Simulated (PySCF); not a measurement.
**In3P3H12: geometry relaxation (part 2 of 2)**

In3P3H12; PBE0-D3(BJ)/def2-SVP geometry optimisation, gas phase (PySCF 2.14.0). It belongs to a series of runs on one base structure; here: bridge PH2.

Geometry of the input (Å):
```
In -0.3260  -1.1744  -2.6644
H  -0.9404  -2.7290  -2.7639
H  -0.1351  -0.1446  -4.0784
P  1.7224  -1.0805  -0.9936
In 2.6080  0.0178  1.1415
H  3.1297  -1.2169  2.1836
H  3.6003  1.3862  0.7902
P  0.2869  0.7684  2.0231
In -2.2304  1.3544  1.3884
H  -3.2421  0.3430  2.3188
H  -2.4868  3.0090  1.1719
P  -1.8489  0.3935  -1.0751
H  2.5851  -1.7348  -1.6216
H  1.1316  -2.2155  -0.2859
H  0.4002  1.1998  3.3306
H  -0.0956  -0.4848  2.5028
H  -2.9992  0.7600  -1.8251
H  -1.2161  1.5653  -1.4652
```

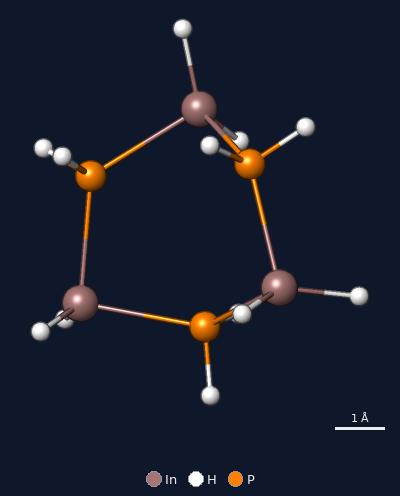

*The geometry at step 16 of the log (ball-and-stick view, seen at a tilt).*

## Trajectory as extended XYZ, continued
```
18
Properties=species:S:1:pos:R:3:forces:R:3 step=11 energy=-43564.92120
In   -0.2619   -1.2012   -2.4834   -0.0055  -0.0479  -0.0150
H    -1.3363   -2.5411   -2.3195   -0.0001  -0.0001   0.0024
H     0.5419   -0.6300   -3.8990   -0.0054   0.0108   0.0053
P     1.6081   -1.4476   -0.6520    0.0760  -0.0143  -0.0311
In    2.3559    0.3863    1.0750    0.0103   0.0033  -0.0193
H     3.5108   -0.3143    2.1462   -0.0022  -0.0028   0.0108
H     2.4549    1.8632    0.1885   -0.0031   0.0014   0.0022
P     0.0050    0.4037    2.2443    0.0093   0.0150  -0.0271
In   -2.2637    1.1334    1.1246   -0.0133  -0.0066   0.0455
H    -3.4143   -0.1155    1.4261   -0.0012  -0.0087  -0.0119
H    -2.4036    2.8241    1.4367   -0.0008   0.0066  -0.0159
P    -1.4862    0.8334   -1.3658    0.0206  -0.0180  -0.0013
H     2.7714   -1.9072   -1.3328   -0.0595   0.0436   0.0512
H     1.3556   -2.6318    0.0902   -0.0169   0.0054  -0.0035
H     0.1446    1.1767    3.4268   -0.0125  -0.0065   0.0103
H    -0.1781   -0.8609    2.8626    0.0029  -0.0031   0.0031
H    -2.6597    1.0305   -2.1414    0.0036   0.0182  -0.0080
H    -0.8007    2.0153   -1.7494   -0.0024   0.0036   0.0023
18
Properties=species:S:1:pos:R:3:forces:R:3 step=12 energy=-43564.92193
In   -0.2348   -1.2130   -2.4814   -0.0142  -0.0477  -0.0036
H    -1.2970   -2.5601   -2.2934   -0.0013   0.0044  -0.0047
H     0.5576   -0.6517   -3.9066    0.0012   0.0098   0.0056
P     1.6259   -1.4340   -0.6370    0.0273   0.0044  -0.0132
In    2.3452    0.4110    1.0899    0.0132   0.0029  -0.0119
H     3.4916   -0.2808    2.1763    0.0003   0.0012   0.0054
H     2.4405    1.8855    0.1994    0.0006   0.0017   0.0034
P    -0.0146    0.4132    2.2407   -0.0006   0.0158  -0.0156
In   -2.2807    1.1219    1.1018   -0.0055  -0.0197   0.0386
H    -3.4099   -0.1497    1.3910   -0.0061  -0.0010  -0.0111
H    -2.4512    2.8108    1.4059    0.0012   0.0045  -0.0115
P    -1.4716    0.8244   -1.3797    0.0077  -0.0073  -0.0059
H     2.7981   -1.8968   -1.2949   -0.0232   0.0266   0.0251
H     1.3621   -2.6118    0.1114   -0.0108   0.0028  -0.0033
H     0.1062    1.1764    3.4316   -0.0058  -0.0016   0.0040
H    -0.1956   -0.8569    2.8485    0.0036  -0.0043  -0.0014
H    -2.6392    1.0196   -2.1652    0.0055   0.0077  -0.0076
H    -0.7890    2.0090   -1.7605    0.0069  -0.0001   0.0078
18
Properties=species:S:1:pos:R:3:forces:R:3 step=13 energy=-43564.92283
In   -0.2142   -1.2295   -2.4802   -0.0148  -0.0261   0.0052
H    -1.2677   -2.5812   -2.2780    0.0005   0.0052  -0.0070
H     0.5718   -0.6691   -3.9088    0.0067   0.0026   0.0035
P     1.6366   -1.4187   -0.6214   -0.0320   0.0277   0.0007
In    2.3356    0.4387    1.0998    0.0095  -0.0043   0.0027
H     3.4727   -0.2471    2.2005    0.0025   0.0061  -0.0021
H     2.4294    1.9110    0.2066    0.0020   0.0029   0.0026
P    -0.0315    0.4207    2.2358   -0.0082   0.0182   0.0051
In   -2.2970    1.1061    1.0844   -0.0008  -0.0239   0.0118
H    -3.4120   -0.1817    1.3571   -0.0058   0.0059  -0.0047
H    -2.4901    2.7949    1.3756    0.0009  -0.0003  -0.0030
P    -1.4559    0.8124   -1.3896   -0.0140  -0.0006  -0.0059
H     2.8183   -1.8796   -1.2569    0.0261  -0.0064  -0.0081
H     1.3647   -2.5901    0.1338    0.0023  -0.0009   0.0008
H     0.0704    1.1750    3.4344   -0.0005   0.0015  -0.0012
H    -0.2041   -0.8552    2.8341    0.0045  -0.0034  -0.0067
H    -2.6143    1.0130   -2.1877    0.0057   0.0022  -0.0046
H    -0.7690    1.9973   -1.7618    0.0154  -0.0065   0.0111
18
Properties=species:S:1:pos:R:3:forces:R:3 step=14 energy=-43564.92348
In   -0.1964   -1.2475   -2.4790   -0.0146  -0.0015   0.0058
H    -1.2424   -2.6033   -2.2698    0.0031   0.0021  -0.0050
H     0.5876   -0.6864   -3.9082    0.0095  -0.0023  -0.0001
P     1.6462   -1.4022   -0.6089   -0.0582   0.0280   0.0084
In    2.3262    0.4663    1.1087    0.0018  -0.0038   0.0091
H     3.4568   -0.2122    2.2209    0.0042   0.0064  -0.0057
H     2.4187    1.9374    0.2141    0.0022   0.0027   0.0016
P    -0.0480    0.4300    2.2317   -0.0128   0.0127   0.0161
In   -2.3145    1.0881    1.0692    0.0046  -0.0196  -0.0150
H    -3.4198   -0.2110    1.3267   -0.0037   0.0070   0.0041
H    -2.5263    2.7766    1.3480   -0.0003  -0.0023   0.0035
P    -1.4430    0.7970   -1.3971   -0.0279   0.0038  -0.0012
H     2.8376   -1.8614   -1.2247    0.0440  -0.0226  -0.0232
H     1.3698   -2.5679    0.1535    0.0136  -0.0019   0.0049
H     0.0359    1.1761    3.4369    0.0036   0.0032  -0.0040
H    -0.2104   -0.8520    2.8202    0.0058  -0.0024  -0.0064
H    -2.5897    1.0098   -2.2091    0.0059  -0.0002  -0.0039
H    -0.7446    1.9796   -1.7553    0.0190  -0.0092   0.0112
18
Properties=species:S:1:pos:R:3:forces:R:3 step=15 energy=-43564.92418
In   -0.1836   -1.2637   -2.4768   -0.0096   0.0156   0.0028
H    -1.2263   -2.6212   -2.2670    0.0044  -0.0010  -0.0019
H     0.6065   -0.7042   -3.9035    0.0070  -0.0052  -0.0006
P     1.6516   -1.3904   -0.5973   -0.0445   0.0131   0.0035
In    2.3145    0.4928    1.1127   -0.0057  -0.0056   0.0103
H     3.4474   -0.1721    2.2308    0.0044   0.0050  -0.0063
H     2.3983    1.9619    0.2142    0.0009   0.0024  -0.0001
P    -0.0634    0.4355    2.2299   -0.0108   0.0073   0.0185
In   -2.3301    1.0691    1.0561    0.0075  -0.0103  -0.0288
H    -3.4307   -0.2361    1.3000   -0.0002   0.0051   0.0101
H    -2.5545    2.7571    1.3294   -0.0024  -0.0028   0.0061
P    -1.4308    0.7845   -1.4022   -0.0342   0.0012   0.0022
H     2.8507   -1.8466   -1.2014    0.0339  -0.0204  -0.0203
H     1.3788   -2.5518    0.1731    0.0162  -0.0005   0.0075
H     0.0070    1.1777    3.4384    0.0040   0.0032  -0.0043
H    -0.2130   -0.8509    2.8122    0.0060  -0.0008  -0.0039
H    -2.5640    1.0137   -2.2285    0.0060   0.0027  -0.0043
H    -0.7148    1.9620   -1.7424    0.0172  -0.0090   0.0095
18
Properties=species:S:1:pos:R:3:forces:R:3 step=16 energy=-43564.92516
In   -0.1709   -1.2833   -2.4740   -0.0026   0.0262  -0.0007
H    -1.2092   -2.6439   -2.2691    0.0043  -0.0044   0.0030
H     0.6321   -0.7261   -3.8948    0.0011  -0.0044  -0.0023
P     1.6568   -1.3784   -0.5853   -0.0027  -0.0163  -0.0037
In    2.2975    0.5246    1.1141   -0.0128  -0.0041   0.0052
H     3.4396   -0.1188    2.2351    0.0032   0.0012  -0.0038
H     2.3656    1.9907    0.2092   -0.0012   0.0012  -0.0019
P    -0.0823    0.4419    2.2293   -0.0037  -0.0039   0.0119
In   -2.3496    1.0444    1.0411    0.0092   0.0052  -0.0310
H    -3.4469   -0.2648    1.2747    0.0043  -0.0005   0.0138
H    -2.5859    2.7316    1.3111   -0.0052  -0.0019   0.0050
P    -1.4190    0.7681   -1.4066   -0.0307  -0.0040   0.0044
H     2.8643   -1.8297   -1.1807    0.0017  -0.0026  -0.0059
H     1.3962   -2.5352    0.1965    0.0112   0.0026   0.0073
H    -0.0256    1.1827    3.4392    0.0029   0.0027  -0.0033
H    -0.2136   -0.8486    2.8072    0.0039   0.0017   0.0015
H    -2.5319    1.0262   -2.2514    0.0064   0.0068  -0.0060
H    -0.6738    1.9354   -1.7180    0.0106  -0.0054   0.0066
18
Properties=species:S:1:pos:R:3:forces:R:3 step=17 energy=-43564.92575
In   -0.1641   -1.2945   -2.4712    0.0035   0.0204  -0.0020
H    -1.2003   -2.6570   -2.2713    0.0027  -0.0043   0.0050
H     0.6506   -0.7410   -3.8872   -0.0047  -0.0015  -0.0017
P     1.6596   -1.3754   -0.5776    0.0288  -0.0315  -0.0086
In    2.2825    0.5444    1.1113   -0.0122  -0.0031  -0.0006
H     3.4376   -0.0778    2.2308    0.0012  -0.0012  -0.0007
H     2.3325    2.0068    0.1985   -0.0023   0.0001  -0.0026
P    -0.0952    0.4438    2.2306    0.0043  -0.0088   0.0026
In   -2.3618    1.0281    1.0311    0.0062   0.0134  -0.0171
H    -3.4567   -0.2829    1.2632    0.0063  -0.0042   0.0109
H    -2.6051    2.7142    1.3028   -0.0061  -0.0008   0.0013
P    -1.4117    0.7592   -1.4085   -0.0213  -0.0079   0.0024
H     2.8714   -1.8205   -1.1720   -0.0200   0.0128   0.0060
H     1.4130   -2.5297    0.2126    0.0019   0.0035   0.0038
H    -0.0441    1.1884    3.4383    0.0005   0.0022  -0.0019
H    -0.2132   -0.8471    2.8102    0.0003   0.0029   0.0047
H    -2.5082    1.0408   -2.2670    0.0066   0.0094  -0.0064
H    -0.6431    1.9172   -1.6970    0.0044  -0.0014   0.0047
18
Properties=species:S:1:pos:R:3:forces:R:3 step=18 energy=-43564.92614
In   -0.1608   -1.3008   -2.4692    0.0059   0.0068  -0.0008
H    -1.1940   -2.6662   -2.2735    0.0005  -0.0025   0.0052
H     0.6606   -0.7487   -3.8820   -0.0080   0.0023  -0.0018
P     1.6625   -1.3775   -0.5744    0.0369  -0.0308  -0.0062
In    2.2705    0.5545    1.1067   -0.0067   0.0000  -0.0061
H     3.4375   -0.0504    2.2233   -0.0009  -0.0025   0.0022
H     2.3046    2.0133    0.1867   -0.0020  -0.0011  -0.0021
P    -0.1035    0.4451    2.2323    0.0105  -0.0109  -0.0067
In   -2.3700    1.0186    1.0255    0.0007   0.0145   0.0026
H    -3.4615   -0.2938    1.2651    0.0062  -0.0060   0.0043
H    -2.6186    2.7040    1.2979   -0.0052   0.0004  -0.0026
P    -1.4094    0.7531   -1.4086   -0.0062  -0.0080  -0.0005
H     2.8764   -1.8148   -1.1711   -0.0256   0.0197   0.0108
H     1.4288   -2.5308    0.2210   -0.0059   0.0022  -0.0016
H    -0.0528    1.1964    3.4358   -0.0012   0.0022  -0.0008
H    -0.2134   -0.8438    2.8177   -0.0042   0.0034   0.0061
H    -2.4916    1.0557   -2.2778    0.0055   0.0085  -0.0056
H    -0.6216    1.9028   -1.6777   -0.0003   0.0018   0.0035
18
Properties=species:S:1:pos:R:3:forces:R:3 step=19 energy=-43564.92638
In   -0.1603   -1.3031   -2.4676    0.0053  -0.0050   0.0001
H    -1.1912   -2.6706   -2.2733   -0.0011   0.0001   0.0037
H     0.6613   -0.7498   -3.8799   -0.0081   0.0036  -0.0013
P     1.6646   -1.3828   -0.5742    0.0232  -0.0162   0.0001
In    2.2627    0.5565    1.1015    0.0003   0.0008  -0.0071
H     3.4376   -0.0370    2.2159   -0.0021  -0.0019   0.0030
H     2.2858    2.0121    0.1754   -0.0009  -0.0014  -0.0013
P    -0.1072    0.4455    2.2336    0.0121  -0.0072  -0.0102
In   -2.3738    1.0154    1.0242   -0.0051   0.0092   0.0157
H    -3.4608   -0.2990    1.2734    0.0046  -0.0050  -0.0024
H    -2.6269    2.7005    1.2951   -0.0032   0.0008  -0.0039
P    -1.4086    0.7508   -1.4070    0.0039  -0.0057  -0.0027
H     2.8792   -1.8119   -1.1739   -0.0143   0.0146   0.0071
H     1.4389   -2.5367    0.2224   -0.0083  -0.0006  -0.0055
H    -0.0537    1.2043    3.4322   -0.0014   0.0023  -0.0003
H    -0.2145   -0.8399    2.8268   -0.0070   0.0029   0.0051
H    -2.4805    1.0676   -2.2837    0.0033   0.0062  -0.0032
H    -0.6089    1.8952   -1.6632   -0.0014   0.0025   0.0031
18
Properties=species:S:1:pos:R:3:forces:R:3 step=20 energy=-43564.92660
In   -0.1620   -1.3037   -2.4669    0.0018  -0.0103  -0.0002
H    -1.1907   -2.6729   -2.2719   -0.0016   0.0017   0.0023
H     0.6536   -0.7460   -3.8808   -0.0052   0.0026  -0.0014
P     1.6664   -1.3891   -0.5772   -0.0017   0.0031   0.0085
In    2.2593    0.5529    1.0963    0.0057   0.0013  -0.0052
H     3.4373   -0.0354    2.2103   -0.0024  -0.0008   0.0024
H     2.2773    2.0062    0.1661    0.0006  -0.0015  -0.0005
P    -0.1073    0.4471    2.2341    0.0088  -0.0023  -0.0095
In   -2.3757    1.0161    1.0268   -0.0088   0.0017   0.0184
H    -3.4575   -0.3010    1.2854    0.0025  -0.0028  -0.0067
H    -2.6330    2.7012    1.2928   -0.0009   0.0006  -0.0025
P    -1.4091    0.7496   -1.4035    0.0095  -0.0014  -0.0025
H     2.8814   -1.8104   -1.1789    0.0033   0.0032  -0.0012
H     1.4440   -2.5449    0.2173   -0.0053  -0.0035  -0.0070
H    -0.0494    1.2133    3.4277    0.0001   0.0023  -0.0004
H    -0.2166   -0.8341    2.8359   -0.0072   0.0019   0.0036
H    -2.4731    1.0776   -2.2857    0.0008   0.0028  -0.0003
H    -0.6011    1.8904   -1.6503    0.0000   0.0014   0.0024
```

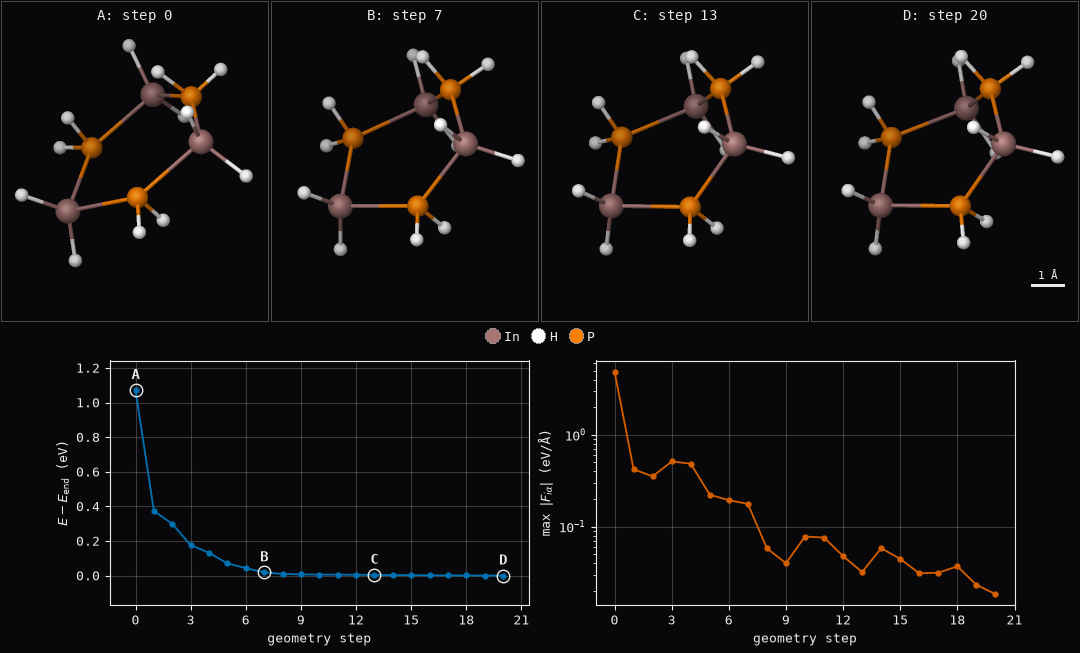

*Frames of the relaxation (ball-and-stick view, seen at a tilt) above the curves, on which the letters mark them (steps are counted from 0).*

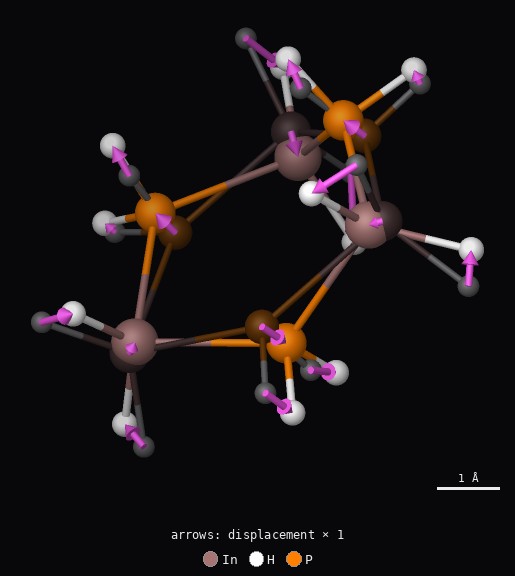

*Start (faint) and end (solid) with the displacements as pink arrows, at true length (ball-and-stick view, seen at a tilt). The two geometries are laid on each other by the best rigid fit.*

The largest move after the best rigid fit is that of H7, 1.45 Å. Largest moves by element: H 1.45 Å, P 0.68 Å, In 0.44 Å. Distances before and after: P4–H13 1.252 → 1.420 Å, In1–P12 2.702 → 2.627 Å, P4–In5 2.559 → 2.631 Å, In1–H2 1.675 → 1.724 Å. Among the angles that change: In5–P8–In9 146.0° → 124.7°, In1–P4–H14 88.0° → 108.6°, In1–P4–In5 144.1° → 126.1°. Over 20 geometry steps the energy falls by 1.072 eV. Largest force component: 4.9 eV/Å at the start, 0.018 eV/Å at the end. (Atoms are counted from 1 in the order of the input.)

## Summary

| quantity | value |
| --- | --- |
| outcome | converged |
| total energy | −1600.981537 hartree |
| dipole moment | 0.82 D |
| point group | C1 |
| wall time | 19 min |
| peak memory | 1.1 GiB |
